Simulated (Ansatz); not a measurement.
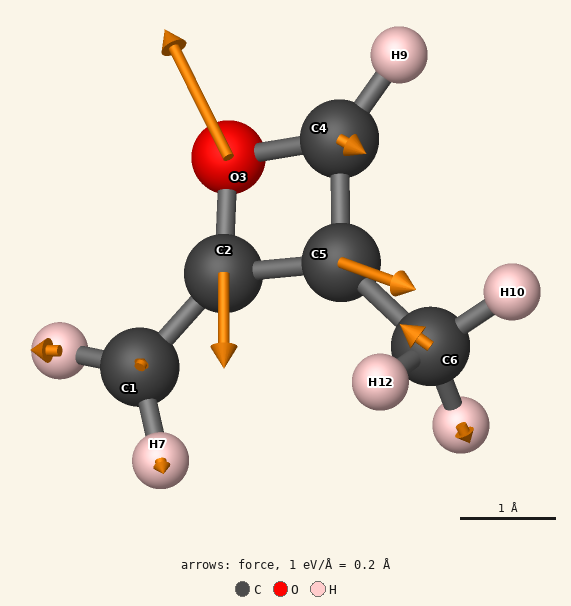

Starting geometry of C5H6O (coarse preliminary run) with the computed forces as orange arrows. The picture is a ball-and-stick view, seen at a tilt.

The start comes from a force field.

Computed with RKS PBE-D4/def2-SVP (Ansatz).

The input:
```yaml
crystal:
  periodic: [false, false, false]
  atoms:
    - {symbol: C, position_ang: [-1.464400, -1.426500, -0.158800]}
    - {symbol: C, position_ang: [-0.829000, -0.455100, 0.490800]}
    - {symbol: O, position_ang: [-0.940800, 0.079100, 1.646500]}
    - {symbol: C, position_ang: [0.182300, 0.844400, 1.434100]}
    - {symbol: C, position_ang: [0.300000, 0.353500, 0.183300]}
    - {symbol: C, position_ang: [1.249600, 0.584700, -0.981800]}
    - {symbol: H, position_ang: [-1.209300, -1.660600, -1.175000]}
    - {symbol: H, position_ang: [-2.321200, -1.847200, 0.295100]}
    - {symbol: H, position_ang: [0.632000, 1.600900, 2.072900]}
    - {symbol: H, position_ang: [2.001400, 1.332300, -0.723300]}
    - {symbol: H, position_ang: [0.685900, 0.893500, -1.845400]}
    - {symbol: H, position_ang: [1.790600, -0.354100, -1.204500]}
basis:
  gaussian: {orbitals: def2-SVP}
hamiltonian: {xc: pbe, dispersion: d4}
relax: {f_tol: 0.03, max_steps: 200}
```

Command:
```bash
ansatz run in.yaml --threads 4 --pin off --events-out ev --progress --plain --max-ram 10444MiB
```

### Is this structure relaxed? If not, where do the atoms go?

It isn't relaxed: the largest force vector, on O3, is 8.49 eV/Å. The final displacements follow the starting forces only in part (cosine between the two patterns 0.45). After 8 geometry steps the energy has fallen by 82.3 kJ/mol. Largest force component: 7.6 eV/Å at the start, 0.02 eV/Å at the end. H7 moves most after the best rigid fit: 0.16 Å. Largest moves by element: H 0.16 Å, C 0.09 Å, O 0.09 Å. Near-neighbour distances that change, for instance: C2–O3 1.278 → 1.429 Å, C2–C5 1.422 → 1.481 Å, C1–H8 1.057 → 1.099 Å, O3–C4 1.376 → 1.413 Å. Among the angles between lasting bonds that change: C1–C2–O3 134.8° → 126.0°, O3–C4–H9 129.3° → 120.8°, C1–C2–C5 133.5° → 142.0°. Cost: 12 s on 4 threads of Arm Neoverse V1 (shared host).
